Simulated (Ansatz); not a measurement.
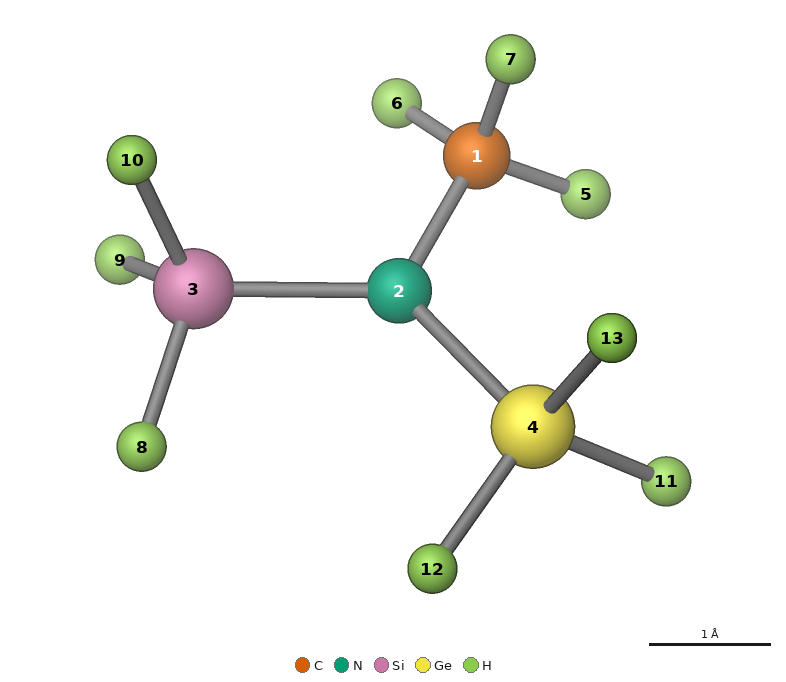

Orthographic view. Depth is shown by fading: the farther an atom, the more it takes the colour of the background. The computed structure is the end point of a PBE0-D4/def2-TZVP optimisation.

Write a Z-matrix (Å, degrees) in the order of the atom numbers, with these reference atoms: 2 to 1; 3 to 2, 1; 4 to 2, 1, 3; 5 to 1, 2, 3; 6 to 1, 5, 2; 7 to 1, 6, 5; 8 to 3, 2, 1; 9 to 3, 8, 2; 10 to 3, 8, 9; 11 to 4, 2, 1; 12 to 4, 11, 2; 13 to 4, 12, 11.

```
C  
N    1   1.456
Si   2   1.718   1   118.3
Ge   2   1.840   1   115.9   3  -166.8
H    1   1.096   2   111.1   3  -148.3
H    1   1.095   5   106.8   2  -120.6
H    1   1.098   6   107.5   5   115.3
H    3   1.485   2   108.2   1   172.7
H    3   1.490   8   110.5   2   119.8
H    3   1.494   8   108.3   9   116.5
H    4   1.541   2   107.4   1   -53.8
H    4   1.533  11   111.7   2   118.3
H    4   1.544  12   110.4  11  -120.9
```
